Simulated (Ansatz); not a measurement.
## Electronic structure of Sn$_{4}$SeS$_{3}$ in real space

The calculation's input:

```
crystal:
  lattice:
    - [-2.97839769, 2.97839769, 5.95679539]
    - [2.97839769, -2.97839769, 5.95679539]
    - [2.97839769, 2.97839769, -5.95679539]
  atoms:
    - { symbol: Sn, position: [0.75, 0.75, 0.0] }
    - { symbol: Sn, position: [0.25, 0.25, 0.0] }
    - { symbol: Sn, position: [0.5, 0.0, 0.5] }
    - { symbol: Sn, position: [0.0, 0.5, 0.5] }
    - { symbol: Se, position: [0.0, 0.0, 0.0] }
    - { symbol: S, position: [0.5, 0.5, 0.0] }
    - { symbol: S, position: [0.25, 0.75, 0.5] }
    - { symbol: S, position: [0.75, 0.25, 0.5] }
basis:
  ecutwfc: 420
kpoints:
  mp_grid: { grid: [8, 8, 8] }
hamiltonian:
  xc: pbe
scf:
  occupations: { method: gaussian, width: 0.02 }
output:
  forces: true
  stress: true
  eigenvalues: true
  write_density: true
  write_potential: true
  elf: true
  volumetric_format: npy
relax:
  adjacent_minimum: "off"
  f_tol: 0.01
  max_steps: 80
  cell: { stress_tol: 0.05 }
```

Command:

```sh
ansatz run input.yaml --threads 1 --pin off --max-ram 2560MiB --backend cpu --events-out ev --progress --plain --runs-dir out
```

Below, planes, directions and counts refer to the conventional cell (a = 5.91 Å, b = 5.91 Å, c = 11.81 Å, α = 90.00°, β = 90.00°, γ = 90.00°).

The fields are those of the relaxed geometry.

Space group I4/mmm; a structure generated by program, which may or may not match a known phase.

The calculation used Ansatz 0.2.0, DFT PBE, scalar-relativistic, plane waves, PAW.

Core electrons are frozen (PAW), and the valence fields are smoothed inside the atomic spheres.

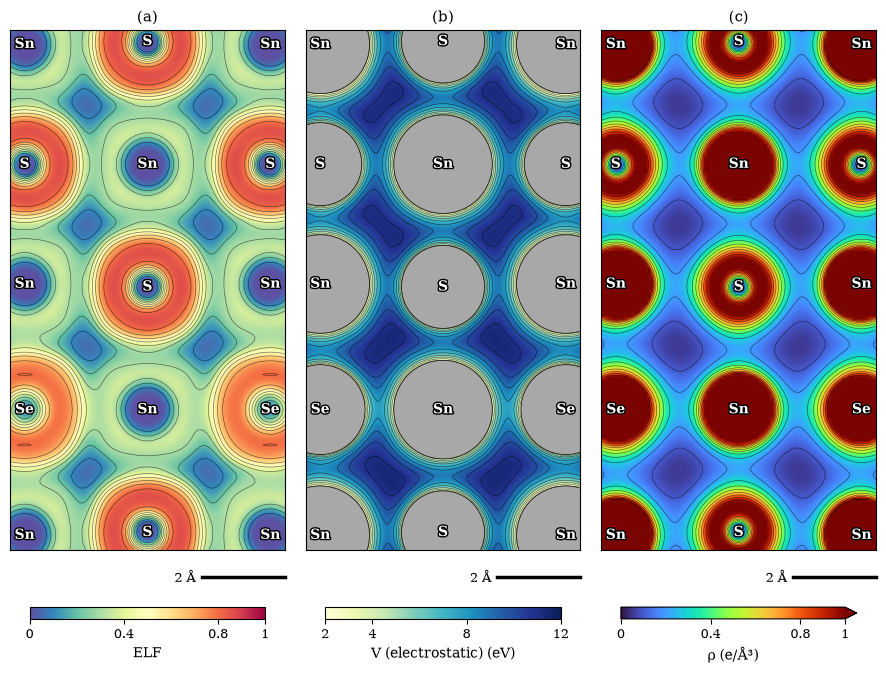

Figure 1. (a) electron localisation function; (b) electrostatic potential energy of an electron; (c) valence pseudo-density on the (010) plane of the conventional cell. Grey discs cover the atomic cores in the potential map.

**What do the fields say about this system?**

- The section cuts through Sn, Se and S sites.
- Sn–S (2.88 Å): ρ is about 0.25 e/Å³ halfway; the ELF peaks at about 0.85 in the valence shell of S, 0.8 Å from its nucleus, and drops to about 0.30 between the two atoms.
- Sn–Se (2.95 Å): ρ is about 0.25 e/Å³ halfway; the ELF is about 0.40 at the midpoint.
- Sn–S (2.95 Å): ρ is about 0.22 e/Å³ halfway; the ELF peaks at about 0.85 in the valence shell of S, 0.8 Å from its nucleus, and drops to about 0.30 between the two atoms.
- Sn–Se (3.02 Å): the density is about 0.22 e/Å³ at the midpoint; the ELF is about 0.40 at the midpoint.
- Between the atoms the lowest density in this plane is 0.05 e/Å³.
- Outside the cores the potential energy rises away from the atoms and is highest about 1.8 Å from the nearest atoms; its zero is arbitrary.

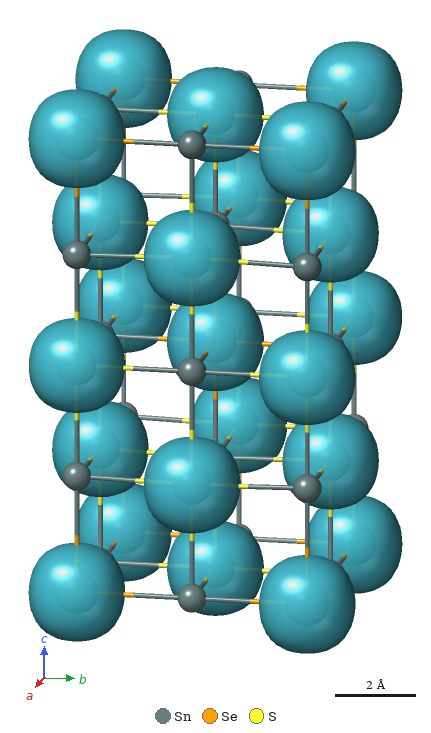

Figure 2. Isosurface of the ELF at 0.65 (cyan), seen slightly off an axis. Only the valence region is drawn (cores and ρ < 0.01 e/Å³ removed). Sticks mark near contacts.

**Describe the localisation domains.**

The ELF exceeds this value in six regions wrapped around S (the valence shell of each) and two regions wrapped around Se (the valence shell of each), counted in one cell of 16 atoms. Any copies at cell faces, edges or corners count once.
